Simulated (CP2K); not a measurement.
# BH2BrO2 (SMILES OB(O)Br): MNDO

What is the energy difference between two shapes of BH2BrO2 at MNDO? 

The results are computed with CP2K 2026.2.

**1. The system as given**

BH2BrO2 has 6 atoms, charge 0, and is taken as a singlet. As SMILES, `OB(O)Br`. Geometry: relaxed at PBE0-D4/def2-TZVP. This is one conformer, not always the lowest.

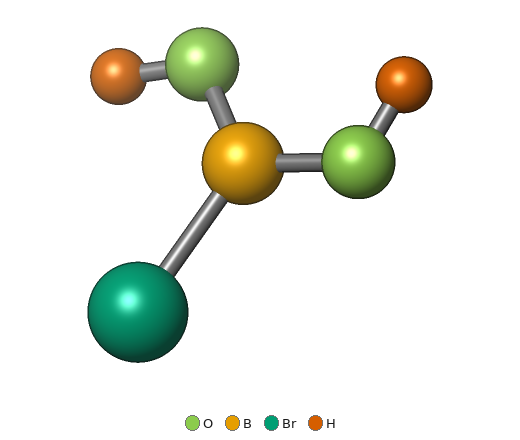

The structure, seen from a chosen angle (oxygen green, boron amber, bromine teal, hydrogen orange).

**2. Energy and gradient at MNDO**

The input, calc.inp:

```
&GLOBAL
    PROJECT calc
    RUN_TYPE ENERGY_FORCE
    PRINT_LEVEL MEDIUM
&END

&FORCE_EVAL
    METHOD QS
    &DFT
        ! Quickstep
        &QS
            METHOD MNDO
            EPS_DEFAULT 1.0E-10
            &SE
                &COULOMB
                    CUTOFF [angstrom] 50
                    RC_RANGE [angstrom] 0
                &END
                &EXCHANGE
                    CUTOFF [angstrom] 50
                    RC_RANGE [angstrom] 0
                &END
            &END
        &END
        ! cluster boundary conditions
        &POISSON
            PERIODIC NONE
            POISSON_SOLVER ANALYTIC
        &END
        ! self-consistent field
        &SCF
            SCF_GUESS ATOMIC
            EPS_SCF 1.0E-06
            MAX_SCF 50
            &OT
                MINIMIZER DIIS
                PRECONDITIONER FULL_ALL
            &END
            &OUTER_SCF
                EPS_SCF 1.0E-06
                MAX_SCF 10
            &END
        &END
        &PRINT
            &MOMENTS
                PERIODIC F
                REFERENCE COM
                MAX_MOMENT 1
            &END
            &MO_CUBES
                NLUMO 5
                NHOMO -1
                WRITE_CUBE F
            &END
            &HIRSHFELD OFF
            &END
        &END
    &END
    &SUBSYS
        ! vacuum box
        &CELL
            ABC 11.1 10.1 10.7
            PERIODIC NONE
        &END
        &COORD
            O      6.423050     5.691850     4.768750
            B      5.737850     4.677850     5.348750
            O      6.232050     4.012350     6.409950
            Br     4.005850     4.137850     4.671850
            H      5.968550     6.087650     4.021950
            H      7.094150     4.345950     6.678050
        &END
    &END
    &PRINT
        &FORCES ON
        &END
    &END
&END
```

Command:

```
$ OMP_NUM_THREADS=1 cp2k.psmp -i calc.inp > calc.out 2>&1
```

What it wrote:

```text
CP2K| version string:                                       CP2K version 2026.2
[...]
 GLOBAL| Method name                                                        CP2K
[...]
 GLOBAL| Run type                                                   ENERGY_FORCE
[...]
                             - Atoms:                                          6
[...]
                             - Spherical basis functions:                     18
[...]
 Number of electrons:                                                         24
[...]
     1 OT DIIS     0.15E+00    0.0     0.51849895       -36.3109905073 -3.63E+01
[...]
    48 OT DIIS     0.15E+00    0.0     0.00000087       -40.2267769406 -7.88E-12
  *** SCF run converged in    48 steps ***
  Core-core repulsion energy [eV]:                           1358.32873013181188
  Core Hamiltonian energy [eV]:                             -1815.88132014521966
  Two-electron integral energy [eV]:                        -1274.14735725950413
  Electronic energy [eV]:                                   -2452.95499877497195
  Total energy [eV]:                                        -1094.62626864315985
  Atomic reference energy [eV]:                              1087.27497747422308
  Heat of formation [kcal/mol]:                              -169.52481505890327
[...]
 SE_DIPOLE| Moment [Debye]         -1.37786836      -1.41684386       0.50717055
 SE_DIPOLE| Derivative [a.u.]       0.00000000       0.00000000       0.00000000
 *** WARNING in qs_scf_post_se.F:140 :: Printing of MO cube files not ***
 *** implemented for Semi-Empirical method.                           ***
 ENERGY| Total FORCE_EVAL ( QS ) energy [hartree]            -40.226776940624191
 FORCES| Atomic forces [hartree/bohr]
 FORCES|   Atom     x               y               z               |f|
 FORCES|      1 -7.33155089E-03  8.11892395E-03 -1.38789743E-02   1.76718559E-02
 FORCES|      2 -2.16852353E-02 -8.60550034E-03 -6.52628499E-03   2.42259460E-02
 FORCES|      3  1.97749706E-02  1.19117892E-02  1.63644996E-03   2.31434256E-02
 FORCES|      4  8.61087887E-03  1.74697482E-03  4.36182408E-03   9.80941717E-03
 FORCES|      5  1.05736574E-02 -2.13529118E-03  9.88114829E-03   1.46286975E-02
 FORCES|      6 -9.94272061E-03 -1.10368964E-02  4.52583691E-03   1.55291331E-02
 FORCES| Sum     2.22044605E-16 -7.63278329E-16 -5.13478149E-16
 FORCES| Total atomic force                                       9.46338958E-16
[...]
```

Run time: 1.6 s. Hardware: 1 thread of Intel Xeon Platinum 8488C (Sapphire Rapids), shared host; peak memory 0.19 GiB.

**3. The distorted shape**

The input, mol.inp:

```
&FORCE_EVAL
  METHOD QS
  &DFT
    &QS
      METHOD MNDO
      EPS_DEFAULT 1.0E-10
      &SE
        &COULOMB
          CUTOFF [angstrom] 50
          RC_RANGE [angstrom] 0
        &END COULOMB
        &EXCHANGE
          CUTOFF [angstrom] 50
          RC_RANGE [angstrom] 0
        &END EXCHANGE
      &END SE
    &END QS
    &POISSON
      PERIODIC NONE
      POISSON_SOLVER ANALYTIC
    &END POISSON
    &SCF
      SCF_GUESS ATOMIC
      EPS_SCF 1.0E-06
      MAX_SCF 50
      &OT
        MINIMIZER DIIS
        PRECONDITIONER FULL_ALL
      &END OT
      &OUTER_SCF
        EPS_SCF 1.0E-06
        MAX_SCF 10
      &END OUTER_SCF
    &END SCF
    &PRINT
      &MOMENTS
        PERIODIC F
        REFERENCE COM
        MAX_MOMENT 1
      &END MOMENTS
      &MO_CUBES
        NLUMO 5
        NHOMO -1
        WRITE_CUBE F
      &END MO_CUBES
      &HIRSHFELD OFF
      &END HIRSHFELD
    &END PRINT
  &END DFT
  &SUBSYS
    &CELL
      ABC 11.1 10.1 10.6
      PERIODIC NONE
    &END CELL
    &COORD
      O      6.438932     5.684905     4.714238
      B      5.778992     4.713040     5.267187
      O      6.238432     4.004664     6.360857
      Br     4.003780     4.141616     4.628749
      H      5.995052     6.095336     3.976939
      H      7.096220     4.356478     6.623061
    &END COORD
  &END SUBSYS
  &PRINT
    &FORCES ON
    &END FORCES
  &END PRINT
&END FORCE_EVAL
&GLOBAL
  PROJECT_NAME mol
  RUN_TYPE ENERGY_FORCE
  PRINT_LEVEL MEDIUM
&END GLOBAL
```

Command:

```
$ OMP_NUM_THREADS=1 cp2k.psmp mol.inp > mol.out
```

What it wrote:

```text
CP2K| version string:                                       CP2K version 2026.2
[...]
 GLOBAL| Method name                                                        CP2K
[...]
 GLOBAL| Run type                                                   ENERGY_FORCE
[...]
                             - Atoms:                                          6
[...]
                             - Spherical basis functions:                     18
[...]
 Number of electrons:                                                         24
[...]
     1 OT DIIS     0.15E+00    0.0     0.53847558       -36.2971862184 -3.63E+01
[...]
     8 OT DIIS     0.15E+00    0.0     0.00000063       -40.2201127298 -5.81E-10
  *** SCF run converged in     8 steps ***
  Core-core repulsion energy [eV]:                           1357.82850600836400
  Core Hamiltonian energy [eV]:                             -1816.28805250835103
  Two-electron integral energy [eV]:                        -1271.97075948735801
  Electronic energy [eV]:                                   -2452.27343225203003
  Total energy [eV]:                                        -1094.44492624366603
  Atomic reference energy [eV]:                              1087.27497747422308
  Heat of formation [kcal/mol]:                              -165.34295965009497
[...]
 SE_DIPOLE| Moment [Debye]         -1.67186478      -1.87377642       0.77051454
 SE_DIPOLE| Derivative [a.u.]       0.00000000       0.00000000       0.00000000
 *** WARNING in qs_scf_post_se.F:140 :: Printing of MO cube files not ***
 *** implemented for Semi-Empirical method.                           ***
 ENERGY| Total FORCE_EVAL ( QS ) energy [hartree]            -40.220112729783118
 FORCES| Atomic forces [hartree/bohr]
 FORCES|   Atom     x               y               z               |f|
 FORCES|      1  2.50041049E-02  4.95505031E-02 -3.47012322E-02   6.54571091E-02
 FORCES|      2 -5.71980545E-02 -7.70202352E-02  4.34761379E-02   1.05327625E-01
 FORCES|      3  1.54163083E-02  3.19685155E-02 -2.33699017E-02   4.24947156E-02
 FORCES|      4  1.81852994E-02  6.24828485E-03  5.34217452E-03   1.99570791E-02
 FORCES|      5  8.55885309E-03  3.42050422E-03  1.99758275E-03   9.43102074E-03
 FORCES|      6 -9.96651117E-03 -1.41675726E-02  7.25523868E-03   1.87800411E-02
 FORCES| Sum     6.38378239E-16 -4.30211422E-16  1.38777878E-16
 FORCES| Total atomic force                                       7.82219882E-16
[...]
```

Wall time 1.8 s (1 thread of Intel Xeon Platinum 8488C (Sapphire Rapids), shared host); peak memory 0.19 GiB.

**4. Outcome**

At MNDO:

```
                                                  quantity            value
                                 first shape: total energy     -40.22678 Eh
                                first shape: dipole moment           2.04 D
    first shape: heat of formation at this unrelaxed shape  -169.5 kcal/mol
                     first shape: largest force on an atom       1.246 eV/Å
                             distorted shape: total energy     -40.22011 Eh
                            distorted shape: dipole moment           2.63 D
distorted shape: heat of formation at this unrelaxed shape  -165.3 kcal/mol
                 distorted shape: largest force on an atom       5.416 eV/Å
                    energy change with the atoms displaced         0.181 eV
```

With the atoms displaced the energy rises by 0.18 eV (4.2 kcal/mol). The first shape isn't relaxed at this level, so the change isn't measured from a minimum. The largest force (first shape) is 1.25 eV/Å: the shape isn't a stationary point for this species at this level.
